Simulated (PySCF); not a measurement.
C₅H₁₁NSi

The calculation's input:

```
{"job": {"kind": "nmr", "xc": "PBE0", "basis": "pcSseg-1"}, "charge": 0, "multiplicity": 1}
C      2.837220    -0.487575     0.247065
C      1.715619    -0.523986    -0.451942
C      0.389059    -0.088136     0.042456
C     -0.736189    -1.059342    -0.326638
C     -2.061790    -0.311654    -0.228289
N     -1.834436     0.988350    -0.829263
Si    -0.223663     1.563472    -0.714880
H      3.783641    -0.787633    -0.170166
H      2.853977    -0.150150     1.270965
H      1.734502    -0.866891    -1.479503
H      0.430853     0.018395     1.130011
H     -0.735663    -1.942312     0.315459
H     -0.595481    -1.385105    -1.359258
H     -2.854770    -0.841058    -0.767310
H     -2.371077    -0.220454     0.823032
H     -2.656154     1.559002    -0.931700
H      0.303319     1.856751    -2.048399
H      0.012272     2.684644     0.201945
```

Run with:

```sh
OMP_NUM_THREADS=1 python probes_run.py task.json out
```

Geometry: GFN2-xTB.

All numbers below come from PBE0/pcSseg-1, SCF density, gas phase, non-relativistic (PySCF).

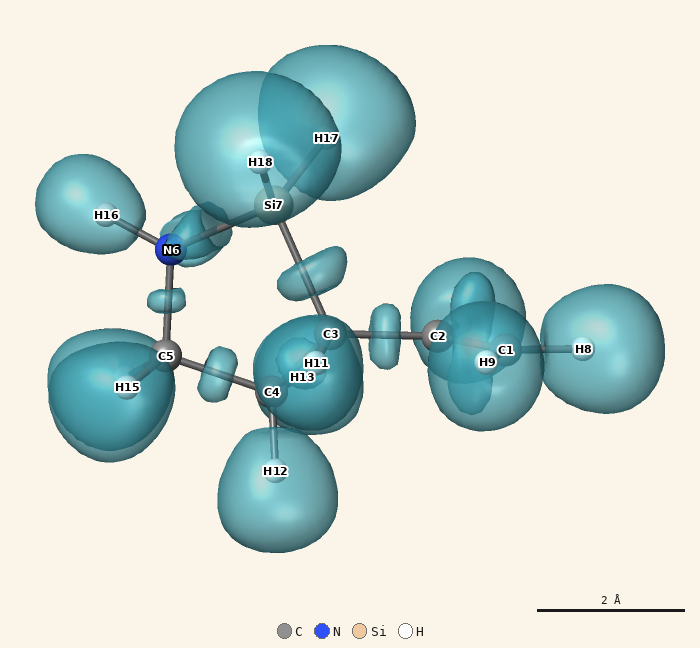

Figure 1. Isosurface of the electron localisation function at 0.85 (cyan), seen at a tilt. Only the valence region is drawn (cores and ρ < 0.01 e/Å³ removed).

Question: Where are the electrons localised?

Answer: At this value the surface marks out four regions between bonded C–C atoms (shared pairs), one region between bonded C–N atoms (shared pairs), one region between bonded C–Si atoms (shared pairs), eleven regions around hydrogen nuclei and one region on N in which the atom's valence shell and bonds are merged. Profiles from the grid: C–C (1.32 Å): the ELF peaks at about 0.95 between the atoms; a multiple bond. C–N (1.45 Å): the ELF peaks at about 0.90 between the atoms (localised, covalent bonding).

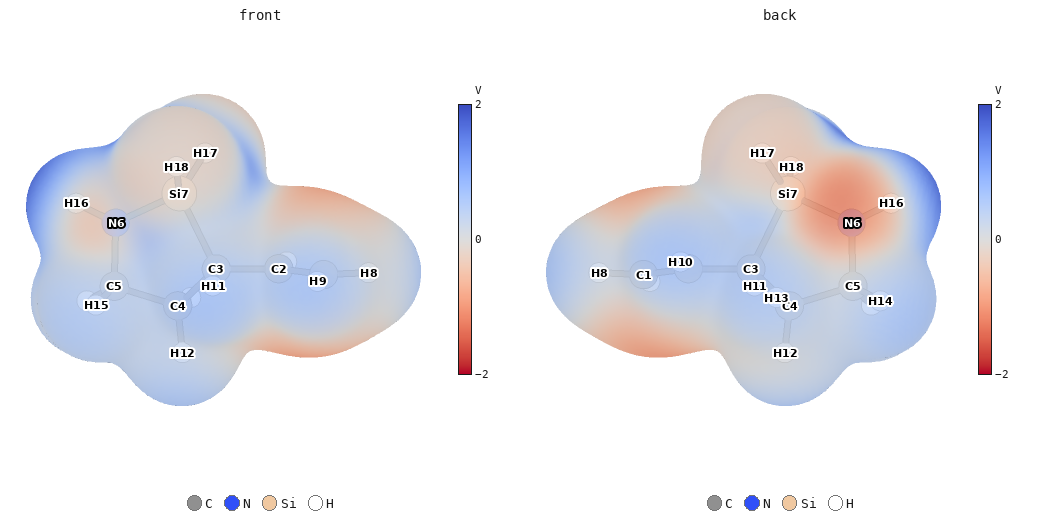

Figure 2. The molecular electrostatic potential painted on the density surface at 0.002 e/bohr³, seen from the front and from behind; red is negative and blue positive.

Question: Where is the surface potential most negative and most positive?

Answer: The most negative region (about −1.1 V) lies over N6, the most positive (about +1.5 V) over H16. N6 is the likeliest acceptor of a hydrogen bond.

Question: What dipole moment does the calculation give?

Answer: Its dipole moment is 1.30 D.
